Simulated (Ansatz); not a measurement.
# BGeH (singlet): one geometry, many settings at distance B2–H3 = 3.202 Å

Aim: run BGeH (singlet) at one geometry under a spread of methods and options, and see what each costs and gives.

The runs use Ansatz 0.2.0, Gaussian basis; the settings change from run to run.

16 further runs of the same task are left out: 12 that didn't finish, 4 set aside as unsound or not needed.

### Step 1. The geometry

The geometry derives from a PBE0/def2-TZVP stationary point (not a proven minimum). One bond is set to the value named and the two fragments are kept rigid. No spin-orbit coupling is included. The filled d shell of Ge may be among the frozen orbitals whatever the setting's name suggests; the logs give the count.

3 atoms, charge 0, spin multiplicity 1.

Atoms are counted from 1 here; the program's logs count them from 0.

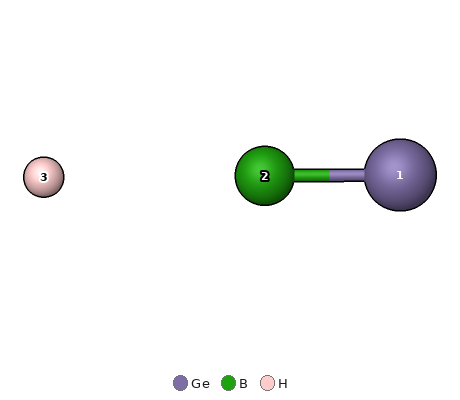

The geometry (germanium purple, boron green, hydrogen pink); atoms are numbered from 1 in the order of the file.

Geometry (Å):

```mol
BGeH
  3D, bonds by distance, orders not assigned

  3  1  0  0  0  0  0  0  0  0999 V2000
    0.0000    0.0000   -2.3759 Ge  0  0
    0.0000    0.0000   -0.4131 B   0  0
    0.0000    0.0000    2.7889 H   0  0
  1  2  8  0
M  END
```

### Step 2. CCSD on RHF/cc-pVDZ

The input, in.yaml:

```yaml
crystal:
  periodic: [false, false, false]
  atoms:
    - {symbol: Ge, position_ang: [0.000000, 0.000000, -2.375873]}
    - {symbol: B, position_ang: [0.000000, 0.000000, -0.413063]}
    - {symbol: H, position_ang: [0.000000, 0.000000, 2.788937]}
basis:
  gaussian: {orbitals: cc-pVDZ}
magnetization: {spin_polarized: false}
correlation: {method: ccsd, electrons: outside_noble_gas}
scf: {omitted_lower_state_checks: [cluster_reference]}
```

Started as:

```bash
> ansatz run in.yaml --threads 1 --pin off --events-out ev --progress --plain --max-ram 2393MiB
```

Standard output, cut to the lines that bear on the results:

```text
Functional definition: HF
  name "HF"
  cite "Fock, Z. Phys. 61, 126 (1930) doi:10.1007/BF01340294"
  parent pbe
[...]
504 factors; integrals over basis functions are off by at most 1.0e-3 eV
[...]
mean field -57150.12680647 eV, -2100.2284223905 hartree, gradient 5.0e-6 eV, S^2 0.000000; 9 other end points of the search recorded, 0 dependent functions left out; unrestricted orbitals would lower it
15 core orbitals not correlated: weight in the atoms' cores, before any rotation towards them, 1.000 or more for the frozen orbitals, at most 0.000 for the correlated occupied ones
reference -57150.12680647 eV, -2100.2284223905 hartree; 4, 4 occupied and 27, 27 virtual orbitals, 504 factors
second order -5.01763901 eV of doubles, -0.00000000 eV of singles
cycle   1  -5.10731209 eV  change    -1.3e0 eV  update   1.6e-1
[...]
cycle  19  -6.83063593 eV  change   -4.8e-8 eV  update   2.8e-6
WARN: the results are in doubt because among natural orbitals full CI differs from the method by -0.130 eV
Total energy: -57156.95744239 eV, -2100.4794436307 hartree
In doubt: among natural orbitals full CI differs from the method by -0.130 eV
Checks for a lower state left out: cluster_reference
```

It took 1.1 s on 1 thread of Intel Xeon 6975P-C, shared host.

From the report: correlation -6.8306 eV; T1 0.060; largest double amplitude 0.62. Mind the lines of doubt at the end of the log.

### Step 3. BCCD(T)/6-31G*

The input, in.yaml:

```yaml
crystal:
  periodic: [false, false, false]
  atoms:
    - {symbol: Ge, position_ang: [0.000000, 0.000000, -2.375873]}
    - {symbol: B, position_ang: [0.000000, 0.000000, -0.413063]}
    - {symbol: H, position_ang: [0.000000, 0.000000, 2.788937]}
basis:
  gaussian: {orbitals: "6-31G*", fitting: {mean_field: def2-universal-jkfit}, point_charges: [{charge: 1.00, position_ang: [3.539, 0.185, -0.549]}]}
magnetization: {spin_polarized: false}
hamiltonian: {xc: {name: B3LYP}}
correlation: {method: bccd_t, electrons: outside_noble_gas}
scf: {lower_state_search: full}
output: {forces: true}
```

Same command.

Standard output, cut to the lines that bear on the results:

```text
Functional definition: B3LYP
  name "B3LYP"
  cite "Stephens, Devlin, Chabalowski & Frisch, J. Phys. Chem. 98, 11623 (1994) doi:10.1021/j100096a001"
  cite "Becke, Phys. Rev. A 38, 3098 (1988) doi:10.1103/PhysRevA.38.3098"
  cite "Lee, Yang & Parr, Phys. Rev. B 37, 785 (1988) doi:10.1103/PhysRevB.37.785"
  cite "Vosko, Wilk & Nusair, Can. J. Phys. 58, 1200 (1980) doi:10.1139/p80-159"
[...]
359 factors; integrals over basis functions are off by at most 1.8e-1 eV
[...]
mean field -57195.73871045 eV, -2101.9046289448 hartree, gradient 2.9e-6 eV, S^2 0.000000; 8 other end points of the search recorded, 0 dependent functions left out; unrestricted orbitals would lower it
[...]
unrestricted determinant -57147.15291226 eV, -2100.1191337939 hartree, S^2 1.9479
15 core orbitals not correlated: weight in the atoms' cores, before any rotation towards them, 0.999 or more for the frozen orbitals, at most 0.000 for the correlated occupied ones
reference -57142.62565927 eV, -2099.9527603153 hartree; 4, 4 occupied and 33, 33 virtual orbitals, 359 factors
second order -5.68150798 eV of doubles, -0.30171242 eV of singles
cycle   1  -5.41827683 eV  change    -1.3e0 eV  update   1.6e-1
[...]
cycle  32  -7.36156307 eV  change   -1.6e-7 eV  update   5.6e-8
perturbative correction -0.69764208 eV, -0.0256378736 hartree
WARN: these amplitudes may be one of several solutions (largest doubles amplitude 0.60, level shift 6.16 eV)
[...]
Total energy: -57150.68486442 eV, -2100.2489306420 hartree
Atom 0 at     0.000000     0.000000    -2.375873 Å, force     0.181004     0.009462    -1.415527 eV/Å
Atom 1 at     0.000000     0.000000    -0.413063 Å, force     0.206934     0.010817     1.524578 eV/Å
Atom 2 at     0.000000     0.000000     2.788937 Å, force     0.002852     0.000149    -0.026253 eV/Å
Dipole moment:    -0.366687    -0.019169    -0.236234 e Å
```

Wall time 3.6 s (1 thread of Intel Xeon 6975P-C, shared host).

From the report: correlation -8.0592 eV; largest double amplitude 0.60. The report flags that the cluster equations may have other roots.

### Step 4. CASCI(4,4)/cc-pVDZ

The input, in.yaml:

```yaml
crystal:
  periodic: [false, false, false]
  atoms:
    - {symbol: Ge, position_ang: [0.000000, 0.000000, -2.375873]}
    - {symbol: B, position_ang: [0.000000, 0.000000, -0.413063]}
    - {symbol: H, position_ang: [0.000000, 0.000000, 2.788937]}
basis:
  gaussian: {orbitals: cc-pVDZ}
correlation: {active_space: {window: {electrons: 4, orbitals: 4}, fixed_orbitals: true}}
scf: {lower_state_search: off}
output: {forces: true}
```

Same command.

Standard output, cut to the lines that bear on the results:

```text
Functional definition: HF
  name "HF"
  cite "Fock, Z. Phys. 61, 126 (1930) doi:10.1007/BF01340294"
  parent pbe
[...]
504 factors; integrals over basis functions are off by at most 1.0e-3 eV
[...]
mean field -57150.12680647 eV, -2100.2284223905 hartree, gradient 5.0e-6 eV, S^2 0.000000; 0 other end points of the search recorded, 0 dependent functions left out
reference -57150.12680647 eV, -2100.2284223905 hartree; 19, 19 occupied and 27, 27 virtual orbitals, 504 factors
state -57152.62362903 eV, -2100.3201789273 hartree
[...]
Total energy: -57152.62362903 eV, -2100.3201789273 hartree
Atom 0 at     0.000000     0.000000    -2.375873 Å, force    -0.000000    -0.000000    -0.506878 eV/Å
Atom 1 at     0.000000     0.000000    -0.413063 Å, force     0.000000    -0.000000     0.650377 eV/Å
Atom 2 at     0.000000     0.000000     2.788937 Å, force    -0.000000     0.000000    -0.143498 eV/Å
Dipole moment:    -0.000000    -0.000000    -0.038408 e Å
Checks for a lower state left out: starts, cluster_reference, orbital_swaps, neighbouring_geometries, increment
```

It took 0.51 s on 1 thread of Intel Xeon 6975P-C, shared host.

From the report: 10 determinants; active occupations 1.36, 1.00, 1.00, 0.64.

### Step 5. HF/def2-mTZVP

The input, in.yaml:

```yaml
crystal:
  periodic: [false, false, false]
  atoms:
    - {symbol: Ge, position_ang: [0.000000, 0.000000, -2.375873]}
    - {symbol: B, position_ang: [0.000000, 0.000000, -0.413063]}
    - {symbol: H, position_ang: [0.000000, 0.000000, 2.788937]}
basis:
  gaussian: {orbitals: def2-mTZVP}
magnetization: {spin_polarized: true, initial_magnetization: 0}
hamiltonian: {xc: hf}
output: {orbitals: {seedname: orbitals}}
```

Launched as before.

Standard output, cut to the lines that bear on the results:

```text
Functional definition: HF
  name "HF"
  cite "Fock, Z. Phys. 61, 126 (1930) doi:10.1007/BF01340294"
  parent pbe
[...]
548 factors; integrals over basis functions are off by at most 9.0e-4 eV
[...]
mean field -57154.89295313 eV, -2100.4035750496 hartree, gradient 3.6e-6 eV, S^2 2.050845; 15 other end points of the search recorded, 0 dependent functions left out
reference -57154.89295313 eV, -2100.4035750496 hartree; 19, 19 occupied and 39, 39 virtual orbitals, 548 factors
Total energy: -57154.89295313 eV, -2100.4035750496 hartree
```

Run time: 5.5 s. Hardware: 1 thread of Intel Xeon 6975P-C, shared host.

From the report: ⟨S²⟩ of the determinant 2.051 (pure singlet: 0.00). The determinant is far from a pure spin state, so its energy mixes those of several spin states (harmless only where they are near-degenerate, as at dissociation).

### Step 6. CCSD on RHF/def2-SVP

The input, in.yaml:

```yaml
crystal:
  periodic: [false, false, false]
  atoms:
    - {symbol: Ge, position_ang: [0.000000, 0.000000, -2.375873]}
    - {symbol: B, position_ang: [0.000000, 0.000000, -0.413063]}
    - {symbol: H, position_ang: [0.000000, 0.000000, 2.788937]}
basis:
  gaussian: {orbitals: def2-SVP}
magnetization: {spin_polarized: false}
correlation: {method: ccsd, electrons: outside_noble_gas, diis_vectors: 2}
```

The command is unchanged.

Standard output, cut to the lines that bear on the results:

```text
Functional definition: HF
  name "HF"
  cite "Fock, Z. Phys. 61, 126 (1930) doi:10.1007/BF01340294"
  parent pbe
[...]
511 factors; integrals over basis functions are off by at most 7.6e-4 eV
[...]
mean field -57143.08986806 eV, -2099.9698196736 hartree, gradient 1.4e-6 eV, S^2 0.000000; 10 other end points of the search recorded, 0 dependent functions left out; unrestricted orbitals would lower it
determinant -57143.08986806 eV, -2099.9698196736 hartree, with singles and doubles -57149.96568568 eV, -2100.2225013106 hartree
determinant -57140.26331022 eV, -2099.8659455891 hartree, with singles and doubles -57148.02790083 eV, -2100.1512890308 hartree
determinant -57138.04024178 eV, -2099.7842493307 hartree, with singles and doubles -57145.55787626 eV, -2100.0605173023 hartree
[...]
unrestricted determinant -57147.08295208 eV, -2100.1165628048 hartree, S^2 1.9987
15 core orbitals not correlated: weight in the atoms' cores, before any rotation towards them, 1.000 or more for the frozen orbitals, at most 0.000 for the correlated occupied ones
reference -57143.08986806 eV, -2099.9698196736 hartree; 4, 4 occupied and 32, 32 virtual orbitals, 511 factors
second order -5.02537766 eV of doubles, -0.00000000 eV of singles
cycle   1  -5.10886568 eV  change    -1.2e0 eV  update   1.6e-1
[...]
cycle  29  -6.84574816 eV  change    2.8e-6 eV  update   7.4e-7
WARN: the results are in doubt because among natural orbitals full CI differs from the method by -0.123 eV
Total energy: -57149.93561622 eV, -2100.2213962783 hartree
In doubt: among natural orbitals full CI differs from the method by -0.123 eV
```

Wall time 5.5 s (1 thread of Intel Xeon 6975P-C, shared host).

From the report: correlation -6.8457 eV; T1 0.058; largest double amplitude 0.61. Mind the lines of doubt at the end of the log.

### Step 7. BCCD(T)/cc-pVTZ

Changes to in.yaml since step 6:

```diff
@@ -7,4 +7,6 @@
 basis:
-  gaussian: {orbitals: def2-SVP}
+  gaussian: {orbitals: cc-pVTZ, fitting: {mean_field: def2-universal-jkfit}, point_charges: [{charge: -0.50, position_ang: [3.858, 0.706, -0.434]}]}
 magnetization: {spin_polarized: false}
-correlation: {method: ccsd, electrons: outside_noble_gas, diis_vectors: 2}
+hamiltonian: {xc: {name: PBE0}}
+correlation: {method: bccd_t, electrons: outside_noble_gas}
+output: {forces: true}
```

The command is unchanged.

Standard output, cut to the lines that bear on the results:

```text
Functional definition: PBE0
  name "PBE0"
  cite "Adamo & Barone, J. Chem. Phys. 110, 6158 (1999) doi:10.1063/1.478522"
  cite "Perdew, Burke & Ernzerhof, Phys. Rev. Lett. 77, 3865 (1996) doi:10.1103/PhysRevLett.77.3865"
  parent pbe
[...]
359 factors; integrals over basis functions are off by at most 1.5e0 eV
[...]
mean field -57194.48814507 eV, -2101.8586715150 hartree, gradient 5.2e-6 eV, S^2 0.000000; 6 other end points of the search recorded, 0 dependent functions left out; unrestricted orbitals would lower it
unrestricted determinant -57156.20513793 eV, -2100.4517969515 hartree, S^2 2.0022
15 core orbitals not correlated: weight in the atoms' cores, before any rotation towards them, 1.000 or more for the frozen orbitals, at most 0.000 for the correlated occupied ones
reference -57151.87748529 eV, -2100.2927586506 hartree; 4, 4 occupied and 68, 68 virtual orbitals, 359 factors
second order -6.24474810 eV of doubles, -0.27929872 eV of singles
cycle   1  -6.08492679 eV  change    -1.1e0 eV  update   1.5e-1
[...]
cycle  40  -7.61577534 eV  change   -6.6e-8 eV  update   4.4e-8
perturbative correction -0.79527948 eV, -0.0292259820 hartree
WARN: these amplitudes may be one of several solutions (largest doubles amplitude 0.57, level shift 4.67 eV)
[...]
Total energy: -57160.28854012 eV, -2100.6018592142 hartree
Atom 0 at     0.000000     0.000000    -2.375873 Å, force     0.076381     0.013977    -1.049522 eV/Å
Atom 1 at     0.000000     0.000000    -0.413063 Å, force     0.036403     0.006662     1.179140 eV/Å
Atom 2 at     0.000000     0.000000     2.788937 Å, force    -0.013400    -0.002452    -0.080176 eV/Å
Dipole moment:     0.197422     0.036128    -0.110570 e Å
```

It took 11 s on 1 thread of Intel Xeon 6975P-C, shared host; peak memory 0.33 GiB.

From the report: correlation -8.4111 eV; largest double amplitude 0.57. The report flags that the cluster equations may have other roots.

### Step 8. The runs in one table

 † marks a result that the program doubts.

```tsv
level	correlated	functions	energy (eV)	time
CCSD on RHF/cc-pVDZ †	outside noble gas	46	-57156.9574	1.1 s
BCCD(T)/6-31G* (beside a point charge, on B3LYP orbitals) †	outside noble gas	52	-57150.6849	3.6 s
CASCI(4,4)/cc-pVDZ		46	-57152.6236	0.51 s
HF/def2-mTZVP		58	-57154.8930	5.5 s
CCSD on RHF/def2-SVP †	outside noble gas	51	-57149.9356	5.5 s
BCCD(T)/cc-pVTZ (beside a point charge, on PBE0 orbitals) †	outside noble gas	87	-57160.2885	11 s
```

### Step 9. Summary of results

```
quantity                                                              value
    runs                                                                  6
quickest                                         CASCI(4,4)/cc-pVDZ, 0.51 s
 slowest  BCCD(T)/cc-pVTZ (beside a point charge, on PBE0 orbitals) †, 11 s
```

In words: Total energies in different bases, with other cores or another treatment of relativity can't be set against each other. BCCD(T)/cc-pVTZ (beside a point charge, on PBE0 orbitals) † took 21 times as long as CASCI(4,4)/cc-pVDZ; the jobs differ in more than the method.
